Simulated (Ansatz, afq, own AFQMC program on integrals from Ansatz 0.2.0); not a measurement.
**SiGeH4O (triplet): quantum Monte Carlo beside coupled cluster as a fragment species, def2-TZVP**

How near does AFQMC come to the top of the ladder for SiGeH4O (triplet)?

Program: Ansatz 0.2.0, Gaussian basis, and an in-house AFQMC program (afq) on its integrals; all values are calculated. Level of theory: def2-TZVP, frozen cores. These are calculated values, not measurements.

The runs, in order: PBE (unrestricted); CCSD(T) on UHF; r2SCAN (unrestricted); PBE0 (unrestricted); CCSD(T) on UHF; B3LYP (unrestricted); wB97M-V (unrestricted); B2PLYP (unrestricted); CCSD(T) on UHF; Phaseless AFQMC, CISD trial on UHF.

## (1) The geometry

The geometry is a PBE0/def2-SVP stationary point (not a proven minimum). No spin-orbit coupling is included. The filled d shell of Ge may be among the frozen orbitals whatever the setting's name suggests; the logs give the count.

7 atoms, charge 0, spin multiplicity 3.

Atoms are counted from 1 here; the program's logs count them from 0.

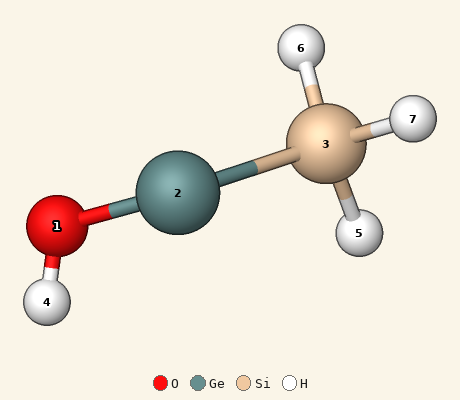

The geometry (oxygen red, germanium teal, silicon light orange, hydrogen white); atoms are numbered from 1 in the order of the file.

As a file:

| atom | x (Å) | y (Å) | z (Å) |
| --- | --- | --- | --- |
| O1 | 1.67042 | 1.56113 | -0.11850 |
| Ge2 | 0.81342 | 0.25355 | 0.76844 |
| Si3 | -1.14675 | -0.62381 | -0.33078 |
| H4 | 1.46021 | 2.43473 | 0.23405 |
| H5 | -2.20113 | 0.42321 | -0.50878 |
| H6 | -0.81066 | -1.21227 | -1.66359 |
| H7 | -1.62931 | -1.68793 | 0.59776 |

## (2) PBE (unrestricted)

The input, in.yaml:

```yaml
crystal:
  periodic: [false, false, false]
  atoms:
    - {symbol: O, position_ang: [1.670418, 1.561126, -0.118501]}
    - {symbol: Ge, position_ang: [0.813422, 0.253548, 0.768443]}
    - {symbol: Si, position_ang: [-1.146749, -0.623812, -0.330781]}
    - {symbol: H, position_ang: [1.460209, 2.434729, 0.234051]}
    - {symbol: H, position_ang: [-2.201125, 0.423207, -0.508776]}
    - {symbol: H, position_ang: [-0.810665, -1.212270, -1.663591]}
    - {symbol: H, position_ang: [-1.629311, -1.687928, 0.597755]}
basis:
  gaussian: {orbitals: def2-TZVP}
magnetization: {spin_polarized: true, initial_magnetization: 2}
hamiltonian: {xc: {name: PBE}}
output: {orbitals: {seedname: orbitals}}
```

Launch:

```bash
$ ansatz run in.yaml --threads 1 --pin off --events-out ev --progress --plain --max-ram 5120MiB --backend cpu
```

The program printed:

```text
Functional definition: PBE
  name "PBE"
  cite "Perdew, Burke & Ernzerhof, Phys. Rev. Lett. 77, 3865 (1996) doi:10.1103/PhysRevLett.77.3865"
  parent pbe
  parameter kappa = 0.804
  parameter beta = 0.06672455060314922
  exchange = pbe_x(kappa = kappa, mu = beta*pi^2/3)
  correlation = pbe_c(beta = beta)
937 factors; their error is unknown
mean field evaluation 1: about -66485.2138 eV, gradient 4.8e1 eV
mean field evaluation 2: about -66388.2194 eV, gradient 1.4e2 eV
mean field evaluation 4: about -66491.4732 eV, gradient 1.6e1 eV
mean field evaluation 8: about -66492.9445 eV, gradient 8.0e-2 eV
mean field evaluation 16: about -66492.9249 eV, gradient 8.8e-5 eV
mean field -66492.92486980 eV, -2443.5699184420 hartree, gradient 2.2e-5 eV, S^2 2.002756; 0 other end points of the search recorded, 0 dependent functions left out
reference -66492.92491015 eV, -2443.5699199247 hartree; 30, 28 occupied and 110, 112 virtual orbitals, 937 factors
Total energy: -66492.92491015 eV, -2443.5699199247 hartree
```

Run time: 3.3 s. Hardware: 1 thread of AMD EPYC 7R13 (Zen 3), shared host; peak memory 3.9 GiB.

From the report: ⟨S²⟩ of the determinant 2.003 (pure triplet: 2.00).

## (3) CCSD(T) on UHF

Edit in.yaml of step 2 so:

```diff
@@ -13,3 +13,2 @@
 magnetization: {spin_polarized: true, initial_magnetization: 2}
-hamiltonian: {xc: {name: PBE}}
-output: {orbitals: {seedname: orbitals}}
+correlation: {method: ccsd_t, electrons: outside_noble_gas, hamiltonian_folder: ham}
```

Launch:

```bash
$ ansatz run in.yaml --threads 1 --pin off --events-out ev --progress --plain --max-ram 15360MiB --backend cuda --devices 0, --max-vram 18GiB
```

The program printed, shortened:

```text
Functional definition: HF
  name "HF"
  cite "Fock, Z. Phys. 61, 126 (1930) doi:10.1007/BF01340294"
  parent pbe
[...]
946 factors; integrals over basis functions are off by at most 1.1e-3 eV
[...]
mean field -66436.71872007 eV, -2441.5043805372 hartree, gradient 2.4e-6 eV, S^2 2.014894; 0 other end points of the search recorded, 0 dependent functions left out
20 core orbitals not correlated: weight in the atoms' cores, before any rotation towards them, 0.992 or more for the frozen orbitals, at most 0.008 for the correlated occupied ones
reference -66436.71872007 eV, -2441.5043805372 hartree; 10, 8 occupied and 110, 112 virtual orbitals, 946 factors
second order -11.83074613 eV of doubles, -0.00000000 eV of singles
cycle   1  -12.33155213 eV  change   -5.0e-1 eV  update   9.8e-2
[...]
cycle  12  -12.83571951 eV  change   -5.0e-6 eV  update   1.1e-5
perturbative correction -0.47391388 eV, -0.0174160137 hartree
Total energy: -66450.02835345 eV, -2441.9935005424 hartree
```

Wall time 11 s (1 × NVIDIA H100 80GB HBM3 with 1 thread of AMD EPYC 7R13 (Zen 3), shared host); peak host memory 3.9 GiB.

From the report: ⟨S²⟩ of the determinant 2.015 (pure triplet: 2.00); correlation -13.3096 eV; T1 0.020; largest double amplitude 0.03.

This run also writes the integrals to the folder ham.

## (4) r2SCAN (unrestricted)

Edit in.yaml of step 3 so:

```diff
@@ -13,2 +13,2 @@
 magnetization: {spin_polarized: true, initial_magnetization: 2}
-correlation: {method: ccsd_t, electrons: outside_noble_gas, hamiltonian_folder: ham}
+hamiltonian: {xc: {name: r2SCAN}}
```

Launch:

```bash
$ ansatz run in.yaml --threads 1 --pin off --events-out ev --progress --plain --max-ram 5120MiB --backend cpu
```

The program printed:

```text
Functional definition: r2SCAN
  name "r2SCAN"
  cite "Furness, Kaplan, Ning, Perdew & Sun, J. Phys. Chem. Lett. 11, 8208 (2020) doi:10.1021/acs.jpclett.0c02405"
  cite "Furness, Kaplan, Ning, Perdew & Sun, J. Phys. Chem. Lett. 11, 9248 (2020) doi:10.1021/acs.jpclett.0c03077"
  parent r2scan
  parameter k0 = 0.174
  parameter k1 = 0.065
  parameter a1 = 4.9479
  exchange = r2scan_x(k0 = k0, k1 = k1, a1 = a1)
  correlation = r2scan_c
937 factors; their error is unknown
mean field evaluation 1: about -66499.5324 eV, gradient 4.3e1 eV
mean field evaluation 2: about -66431.2185 eV, gradient 1.2e2 eV
mean field evaluation 4: about -66505.2747 eV, gradient 1.0e1 eV
mean field evaluation 8: about -66505.8752 eV, gradient 2.3e-1 eV
mean field evaluation 16: about -66505.8565 eV, gradient 2.6e-4 eV
mean field -66505.85652830 eV, -2444.0451481264 hartree, gradient 3.9e-5 eV, S^2 2.007112; 0 other end points of the search recorded, 0 dependent functions left out
reference -66505.85654228 eV, -2444.0451486403 hartree; 30, 28 occupied and 110, 112 virtual orbitals, 937 factors
Total energy: -66505.85654228 eV, -2444.0451486403 hartree
```

Run time: 8 s. Hardware: 1 thread of AMD EPYC 7R13 (Zen 3), shared host; peak memory 3.9 GiB.

From the report: ⟨S²⟩ of the determinant 2.007 (pure triplet: 2.00).

## (5) PBE0 (unrestricted)

Edit in.yaml of step 4 so:

```diff
@@ -13,2 +13,3 @@
 magnetization: {spin_polarized: true, initial_magnetization: 2}
-hamiltonian: {xc: {name: r2SCAN}}
+hamiltonian: {xc: {name: PBE0}}
+output: {orbitals: {seedname: orbitals}}
```

Launched as before.

The program printed:

```text
Functional definition: PBE0
  name "PBE0"
  cite "Adamo & Barone, J. Chem. Phys. 110, 6158 (1999) doi:10.1063/1.478522"
  cite "Perdew, Burke & Ernzerhof, Phys. Rev. Lett. 77, 3865 (1996) doi:10.1103/PhysRevLett.77.3865"
  parent pbe
  parameter a = 0.25
  parameter kappa = 0.804
  parameter beta = 0.06672455060314922
  exchange = (1 - a)*pbe_x(kappa = kappa, mu = beta*pi^2/3) + a*exact_x
  correlation = pbe_c(beta = beta)
996 factors; their error is unknown
mean field evaluation 1: about -66489.5696 eV, gradient 3.9e1 eV
mean field evaluation 2: about -66458.8187 eV, gradient 9.2e1 eV
mean field evaluation 4: about -66494.6934 eV, gradient 4.5e0 eV
mean field evaluation 8: about -66494.7994 eV, gradient 1.2e-1 eV
mean field evaluation 16: about -66495.1091 eV, gradient 1.7e-4 eV
mean field -66495.10910734 eV, -2443.6501876911 hartree, gradient 6.6e-5 eV, S^2 2.004775; 0 other end points of the search recorded, 0 dependent functions left out
reference -66495.10913780 eV, -2443.6501888105 hartree; 30, 28 occupied and 110, 112 virtual orbitals, 996 factors
Total energy: -66495.10913780 eV, -2443.6501888105 hartree
```

It took 5.5 s on 1 thread of AMD EPYC 7R13 (Zen 3), shared host; peak memory 3.9 GiB.

From the report: ⟨S²⟩ of the determinant 2.005 (pure triplet: 2.00).

## (6) CCSD(T) on UHF

Edit in.yaml of step 5 so:

```diff
@@ -11,5 +11,4 @@
 basis:
-  gaussian: {orbitals: def2-TZVP}
+  gaussian: {orbitals: def2-TZVPP}
 magnetization: {spin_polarized: true, initial_magnetization: 2}
-hamiltonian: {xc: {name: PBE0}}
-output: {orbitals: {seedname: orbitals}}
+correlation: {method: ccsd_t, electrons: outside_noble_gas}
```

Launch:

```bash
$ ansatz run in.yaml --threads 1 --pin off --events-out ev --progress --plain --max-ram 15360MiB --backend cuda --devices 0, --max-vram 18GiB
```

The program printed, shortened:

```text
Functional definition: HF
  name "HF"
  cite "Fock, Z. Phys. 61, 126 (1930) doi:10.1007/BF01340294"
  parent pbe
[...]
1074 factors; integrals over basis functions are off by at most 1.0e-3 eV
[...]
mean field -66436.77793549 eV, -2441.5065566638 hartree, gradient 5.8e-6 eV, S^2 2.015004; 0 other end points of the search recorded, 0 dependent functions left out
20 core orbitals not correlated: weight in the atoms' cores, before any rotation towards them, 0.992 or more for the frozen orbitals, at most 0.008 for the correlated occupied ones
reference -66436.77793549 eV, -2441.5065566638 hartree; 10, 8 occupied and 147, 149 virtual orbitals, 1074 factors
second order -12.19495853 eV of doubles, -0.00000000 eV of singles
cycle   1  -12.65088892 eV  change   -4.6e-1 eV  update   9.8e-2
[...]
cycle  12  -13.15171937 eV  change   -6.3e-6 eV  update   1.1e-5
perturbative correction -0.49336727 eV, -0.0181309126 hartree
Total energy: -66450.42302213 eV, -2442.0080043487 hartree
```

It took 7 s on 1 × NVIDIA H100 80GB HBM3 with 1 thread of AMD EPYC 7R13 (Zen 3), shared host; peak host memory 3.9 GiB.

From the report: ⟨S²⟩ of the determinant 2.015 (pure triplet: 2.00); correlation -13.6451 eV; T1 0.020; largest double amplitude 0.03.

## (7) B3LYP (unrestricted)

Edit in.yaml of step 6 so:

```diff
@@ -11,4 +11,4 @@
 basis:
-  gaussian: {orbitals: def2-TZVPP}
+  gaussian: {orbitals: def2-TZVP}
 magnetization: {spin_polarized: true, initial_magnetization: 2}
-correlation: {method: ccsd_t, electrons: outside_noble_gas}
+hamiltonian: {xc: {name: B3LYP}}
```

Launch:

```bash
$ ansatz run in.yaml --threads 1 --pin off --events-out ev --progress --plain --max-ram 5120MiB --backend cpu
```

The program printed, shortened:

```text
Functional definition: B3LYP
  name "B3LYP"
  cite "Stephens, Devlin, Chabalowski & Frisch, J. Phys. Chem. 98, 11623 (1994) doi:10.1021/j100096a001"
  cite "Becke, Phys. Rev. A 38, 3098 (1988) doi:10.1103/PhysRevA.38.3098"
  cite "Lee, Yang & Parr, Phys. Rev. B 37, 785 (1988) doi:10.1103/PhysRevB.37.785"
  cite "Vosko, Wilk & Nusair, Can. J. Phys. 58, 1200 (1980) doi:10.1139/p80-159"
[...]
977 factors; their error is unknown
[...]
mean field -66509.73175039 eV, -2444.1875599113 hartree, gradient 4.9e-5 eV, S^2 2.003583; 0 other end points of the search recorded, 0 dependent functions left out
reference -66509.73200039 eV, -2444.1875690987 hartree; 30, 28 occupied and 110, 112 virtual orbitals, 977 factors
Total energy: -66509.73200039 eV, -2444.1875690987 hartree
```

Wall time 5 s (1 thread of AMD EPYC 7R13 (Zen 3), shared host); peak memory 3.9 GiB.

From the report: ⟨S²⟩ of the determinant 2.004 (pure triplet: 2.00).

## (8) wB97M-V (unrestricted)

Edit in.yaml of step 7 so:

```diff
@@ -13,2 +13,3 @@
 magnetization: {spin_polarized: true, initial_magnetization: 2}
-hamiltonian: {xc: {name: B3LYP}}
+hamiltonian: {xc: {name: wB97M-V}}
+output: {orbitals: {seedname: orbitals}}
```

Same command.

The program printed, shortened:

```text
Functional definition: wB97M-V
  name "wB97M-V"
  cite "Mardirossian & Head-Gordon, J. Chem. Phys. 144, 214110 (2016) doi:10.1063/1.4952647"
  cite "Becke, J. Chem. Phys. 107, 8554 (1997) doi:10.1063/1.475007"
  cite "Vydrov & Van Voorhis, J. Chem. Phys. 133, 244103 (2010) doi:10.1063/1.3521275"
  # Of w^i u^j: cxij and so on, Table III.
[...]
  gx(w, u) = 1 - cx + cx01*u + cx10*w
  gss(w, u) = css00 + css04*u^4 + css10*w + css20*w^2 + css43*w^4*u^3
  gos(w, u) = cos00 + cos10*w + (cos20 + cos21*u)*w^2 + (cos60 + cos61*u)*w^6
[...]
      + integral(e_c_pw_mod_opposite_spin*gos(b97_w_opposite, b97_u_opposite)) + vv10(b, c)
965 factors; their error is unknown
223 factors; integrals over basis functions are off by at most 1.3e-5 eV
[...]
mean field -66503.09162017 eV, -2443.9435396266 hartree, gradient 3.2e-5 eV, S^2 2.004280; 0 other end points of the search recorded, 0 dependent functions left out
reference -66503.09166597 eV, -2443.9435413098 hartree; 30, 28 occupied and 110, 112 virtual orbitals, 965 factors
Total energy: -66503.09166597 eV, -2443.9435413098 hartree
```

Run time: 17 s. Hardware: 1 thread of AMD EPYC 7R13 (Zen 3), shared host; peak memory 3.9 GiB.

From the report: ⟨S²⟩ of the determinant 2.004 (pure triplet: 2.00).

## (9) B2PLYP (unrestricted)

Edit in.yaml of step 8 so:

```diff
@@ -13,3 +13,3 @@
 magnetization: {spin_polarized: true, initial_magnetization: 2}
-hamiltonian: {xc: {name: wB97M-V}}
-output: {orbitals: {seedname: orbitals}}
+hamiltonian: {xc: {name: B2PLYP}}
+correlation: {electrons: outside_noble_gas}
```

Same command.

The program printed, shortened:

```text
Functional definition: B2PLYP
  name "B2PLYP"
  cite "Grimme, J. Chem. Phys. 124, 034108 (2006) doi:10.1063/1.2148954"
  cite "Becke, Phys. Rev. A 38, 3098 (1988) doi:10.1103/PhysRevA.38.3098"
  cite "Lee, Yang & Parr, Phys. Rev. B 37, 785 (1988) doi:10.1103/PhysRevB.37.785"
[...]
946 factors; integrals over basis functions are off by at most 1.1e-3 eV
[...]
mean field -66487.77163074 eV, -2443.3805403994 hartree, gradient 7.2e-6 eV, S^2 2.008038; 0 other end points of the search recorded, 0 dependent functions left out
20 core orbitals not correlated: weight in the atoms' cores, before any rotation towards them, 0.988 or more for the frozen orbitals, at most 0.011 for the correlated occupied ones
reference -66487.77178934 eV, -2443.3805462280 hartree; 10, 8 occupied and 110, 112 virtual orbitals, 946 factors
second order -14.69263824 eV of doubles, -0.00000000 eV of singles
Total energy: -66491.73880167 eV, -2443.5263312420 hartree
```

Wall time 7 s (1 thread of AMD EPYC 7R13 (Zen 3), shared host); peak memory 3.9 GiB.

From the report: ⟨S²⟩ of the determinant 2.008 (pure triplet: 2.00).

## (10) CCSD(T) on UHF

Edit in.yaml of step 9 so:

```diff
@@ -11,5 +11,4 @@
 basis:
-  gaussian: {orbitals: def2-TZVP}
+  gaussian: {orbitals: "def2-QZVPP.json"}
 magnetization: {spin_polarized: true, initial_magnetization: 2}
-hamiltonian: {xc: {name: B2PLYP}}
-correlation: {electrons: outside_noble_gas}
+correlation: {method: ccsd_t, electrons: outside_noble_gas}
```

Launch:

```bash
$ ansatz run in.yaml --threads 1 --pin off --events-out ev --progress --plain --max-ram 15360MiB --backend cuda --devices 0, --max-vram 18GiB
```

The program printed, shortened:

```text
Functional definition: HF
  name "HF"
  cite "Fock, Z. Phys. 61, 126 (1930) doi:10.1007/BF01340294"
  parent pbe
[...]
2089 factors; integrals over basis functions are off by at most 7.4e-4 eV
[...]
mean field -66438.27655305 eV, -2441.5616298432 hartree, gradient 2.5e-6 eV, S^2 2.015446; 0 other end points of the search recorded, 0 dependent functions left out
20 core orbitals not correlated: weight in the atoms' cores, before any rotation towards them, 0.992 or more for the frozen orbitals, at most 0.008 for the correlated occupied ones
reference -66438.27655305 eV, -2441.5616298432 hartree; 10, 8 occupied and 306, 308 virtual orbitals, 2089 factors
second order -13.14054613 eV of doubles, -0.00000000 eV of singles
cycle   1  -13.43600262 eV  change   -3.0e-1 eV  update   9.8e-2
[...]
cycle  13  -13.94427328 eV  change   -4.9e-6 eV  update   5.0e-6
perturbative correction -0.56377744 eV, -0.0207184388 hartree
Total energy: -66452.78460377 eV, -2442.0947908734 hartree
```

Run time: 33 s. Hardware: 1 × NVIDIA H100 80GB HBM3 with 1 thread of AMD EPYC 7R13 (Zen 3), shared host; peak host memory 3.9 GiB.

From the report: ⟨S²⟩ of the determinant 2.015 (pure triplet: 2.00); correlation -14.5081 eV; T1 0.020; largest double amplitude 0.03.

## (11) Phaseless AFQMC, CISD trial on UHF

It reads the integrals that the CCSD(T) run on this determinant wrote.

Launch:

```bash
$ afq ham --method phaseless --trial cisd --walkers 800 --populations 20 --least-time 60 --time-step 0.005 --steps-per-block 50 --equilibration-blocks 28 --max-blocks 4000 --target-error 0.00026 --factor-cut 1e-05 --start spin_pure --seed 9072 --release-times 0.24,0.51,0.99,1.5 --release-step 0.03 --release-every 4 --taylor-order 6
```

The program printed:

```text
orbitals 120  electrons 10 8  factors 891 of 946
reference energy -2441.50438054 Eh
CCSD correlation -0.47170461 Eh in 14 cycles, weight of the determinant in the CISD state 0.8245
energy of the start -2441.974965 Eh
 block  time / (1/Eh)  mean weight  energy / Eh
     1     0.250  1.0005  -2441.966173
     2     0.500  0.9998  -2441.974718
     3     0.750  1.0003  -2441.980238
     4     1.000  1.0001  -2441.986473
     5     1.250  1.0014  -2441.992099
     6     1.500  1.0012  -2441.993162
     7     1.750  0.9994  -2441.988787
     8     2.000  1.0008  -2441.989870
     9     2.250  0.9995  -2441.991266
    10     2.500  0.9999  -2441.993313
    11     2.750  1.0006  -2441.992471
    16     4.000  1.0007  -2441.995421
    21     5.250  0.9998  -2441.997786
    26     6.500  0.9990  -2441.991561
    31     7.750  1.0010  -2441.990508
    36     9.000  1.0001  -2441.994411
    41    10.250  1.0000  -2442.001096
    46    11.500  1.0007  -2441.995663
    51    12.750  0.9993  -2441.995225
    56    14.000  0.9999  -2441.993682
    61    15.250  1.0010  -2441.993077
    66    16.500  1.0010  -2441.997003
    71    17.750  1.0019  -2441.996004
    76    19.000  0.9999  -2441.996247
    81    20.250  1.0011  -2441.994836
    86    21.500  0.9986  -2441.994386
    91    22.750  1.0001  -2441.997332
    96    24.000  1.0006  -2441.991667
   101    25.250  0.9999  -2441.992465
   106    26.500  0.9995  -2441.997639
   111    27.750  0.9983  -2441.994436
   116    29.000  1.0006  -2441.995897
   121    30.250  1.0002  -2441.993411
   126    31.500  1.0008  -2441.992580
   131    32.750  0.9999  -2441.999117
   136    34.000  0.9991  -2441.995876
   141    35.250  1.0002  -2442.000143
   146    36.500  1.0000  -2441.995093
   151    37.750  1.0004  -2441.996921
   156    39.000  1.0006  -2441.996424
   161    40.250  1.0000  -2441.995742
   166    41.500  0.9994  -2441.995871
   171    42.750  1.0010  -2441.998238
   176    44.000  1.0011  -2441.993920
   181    45.250  0.9989  -2441.994140
   186    46.500  1.0007  -2441.996333
   191    47.750  1.0000  -2441.994793
   196    49.000  0.9995  -2441.990295
   201    50.250  0.9998  -2441.990194
   206    51.500  1.0007  -2441.996083
   211    52.750  1.0002  -2441.994167
   216    54.000  0.9998  -2441.993420
   221    55.250  0.9993  -2441.994127
error from the spread of 20 populations
released: time / (1/Eh)  energy / Eh  error  mean overlap
  0.24  -2441.995439  0.000347  0.9962
  0.51  -2441.996011  0.000426  0.9955
  0.99  -2441.995845  0.000335  0.9863
  1.50  -2441.995581  0.000429  0.9852
energy -2441.995061 +/- 0.000392 Eh
```

Wall time 5.8 min (1 × NVIDIA H100 80GB HBM3 with 2 threads of AMD EPYC 7R13 (Zen 3), shared host); peak host memory 3.9 GiB.

Energy -66450.0708 ± 0.0107 eV. Caveats: constraint bias not in the error; error above the target.

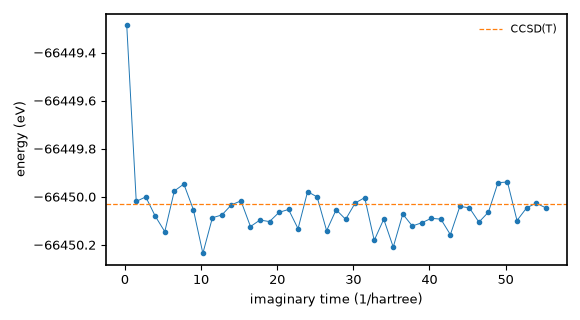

Block energies along the walk.

## (12) AFQMC on the ladder

On the UHF determinant, counted from CCSD(T) (a yardstick, not exact):

| level | energy (eV) | from CCSD(T) (kJ/mol) | statistical error (kJ/mol) | time |
| --- | --- | --- | --- | --- |
| HF | -66436.7187 | +1284.2 |  |  |
| MP2 | -66448.5495 | +142.7 |  |  |
| CCSD | -66449.5544 | +45.7 |  |  |
| CCSD(T) | -66450.0284 | 0.0 |  |  |
| Phaseless AFQMC, CISD trial, step 0.005, 800 walkers | -66450.0708 | -4.1 | 1.0 | 5.8 min |

The functionals' totals stand on their own zeros and serve differences with other points: PBE -66492.925 eV; r2SCAN -66505.857 eV; PBE0 -66495.109 eV; B3LYP -66509.732 eV; wB97M-V -66503.092 eV; B2PLYP -66491.739 eV.

## (13) Results

```
                                       quantity              value
Phaseless AFQMC, CISD trial on UHF from CCSD(T)  -4.1 ± 1.0 kJ/mol
```

What this shows: On UHF the phaseless walk with the CISD trial lies -4.1 kJ/mol from CCSD(T), 4 times its error bar. Error bars are statistical and leave out the constraint, the time step and what remains of the start.
